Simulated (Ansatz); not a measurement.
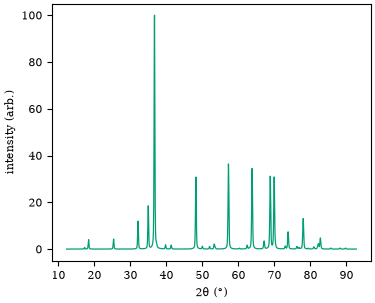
Figure: Simulated powder pattern, neutron, λ = 1.5401 Å

The pattern belongs to a structure relaxed with PBE (plane waves, PAW; program Ansatz).

Which of these materials gives this?
A) Zn3GaNO3, P3m1 (Pearson symbol hP8)
B) CaTiO3, R3c (Ca on 6a, Ti on 6a, O on 18b)
C) Hf6O, P-31m (Hf on 6k, O on 1a)
D) HfO2, fluorite

C, Hf6O, P-31m (Hf on 6k, O on 1a)

The start of the workflow was typed in or built on a structure type; neither database checked (COD, Materials Project) lists it. Whether it is the stable phase at ambient conditions was not checked. The PBE relaxation kept the symmetry of its start; whether a distortion lowers the energy is not shown. No spin polarisation was allowed. Spin–orbit coupling is left out wherever it is not named.

Potentials: the earlier of the program's two PAW sets.
